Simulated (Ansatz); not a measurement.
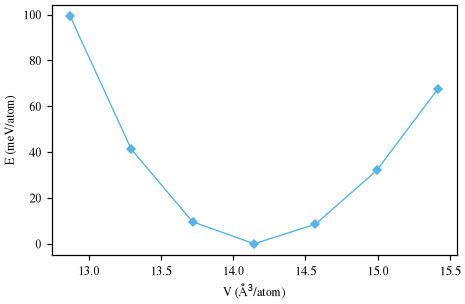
Pd (fcc (Cu type), Fm-3m) under volume change, LDA (plane waves, PAW; program Ansatz), scaled uniformly.

Q: What does a third-order Birch–Murnaghan fit give for V₀, B₀ and B′?

A: V₀ = 14.14 Å³/atom, B₀ = 227 GPa, B′ = 5.4.

The cell was relaxed with LDA under the symmetry of its start. No spin polarisation was allowed.

Potentials: the later of the program's two PAW sets.
